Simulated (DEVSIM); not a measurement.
Device: Ru/SiO2/p-Si capacitor, at 300 K.

| layer (left to right) | material | thickness (nm) | Na (cm⁻³) |
|---|---|---|---|
| 1 | SiO2 | 12.0 | - |
| 2 | Si | 3100 | 3.4e16 |

Metal gate on the left, work function 4.7 eV. Fixed charge at the semiconductor interface 0 cm⁻² (in units of +e); interface traps 1e10 cm⁻² eV⁻¹, uniform in energy, neutral level at 0.7 of the gap above the valence band.

This is a model device: material constants are rounded textbook-type values typed into the input, and sizes, dopings and lifetimes were drawn at random. Values at 300 K.

| parameter | SiO2 | Si |
|---|---|---|
| gap (eV) | 9 | 1.124 |
| affinity (eV) | 0.9 | 4.05 |
| permittivity | 3.9 | 11.7 |
| Nc (cm⁻³) | - | 2.86e19 |
| Nv (cm⁻³) | - | 3.1e19 |

Model (solved in DEVSIM): 1D Poisson equation in equilibrium, Boltzmann statistics, complete ionisation; no quantum confinement or tunnelling. Metal contacts follow the ideal Schottky-Mott rule: no Fermi-level pinning, no interface dipoles.

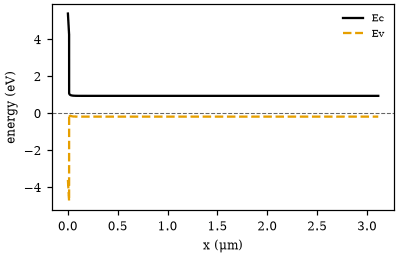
Figure: Band edges at -1.6 V on the gate

Energies count from the Fermi level of the right contact; mesh points crowd at the junctions.

| x (μm) | Ec (eV) | Ev (eV) | n (cm⁻³) | p (cm⁻³) | field (V/cm) |
|---|---|---|---|---|---|
| 0.000 | 5.400 | -3.600 | < 1e2 | < 1e2 | -960000 |
| 0.001336 | 5.272 | -3.728 | < 1e2 | < 1e2 | -960000 |
| 0.003904 | 5.026 | -3.974 | < 1e2 | < 1e2 | -960000 |
| 0.007775 | 4.656 | -4.344 | < 1e2 | < 1e2 | -960000 |
| 0.01107 | 4.340 | -4.660 | < 1e2 | < 1e2 | -960000 |
| 0.01221 | 1.095 | -0.029 | < 1e2 | 1.0e19 | -280000 |
| 0.01394 | 1.061 | -0.063 | < 1e2 | 2.7e18 | -140000 |
| 0.02001 | 1.012 | -0.112 | 280 | 4.1e17 | -48000 |
| 0.03082 | 0.980 | -0.144 | 980 | 1.2e17 | -18000 |
| 0.05589 | 0.957 | -0.167 | 2400 | 4.8e16 | -4300 |
| 0.1124 | 0.948 | -0.176 | 3300 | 3.5e16 | -300 |
| 0.3111 | 0.948 | -0.176 | 3400 | 3.4e16 | ≈ 0 |
| 0.6879 | 0.948 | -0.176 | 3400 | 3.4e16 | ≈ 0 |
| 1.538 | 0.948 | -0.176 | 3400 | 3.4e16 | ≈ 0 |
| 2.552 | 0.948 | -0.176 | 3400 | 3.4e16 | ≈ 0 |
| 2.864 | 0.948 | -0.176 | 3400 | 3.4e16 | ≈ 0 |
| 3.003 | 0.948 | -0.176 | 3400 | 3.4e16 | ≈ 0 |
| 3.064 | 0.948 | -0.176 | 3400 | 3.4e16 | ≈ 0 |
| 3.097 | 0.948 | -0.176 | 3400 | 3.4e16 | ≈ 0 |
| 3.106 | 0.948 | -0.176 | 3400 | 3.4e16 | ≈ 0 |
| 3.110 | 0.948 | -0.176 | 3400 | 3.4e16 | ≈ 0 |
| 3.112 | 0.948 | -0.176 | 3400 | 3.4e16 | ≈ 0 |
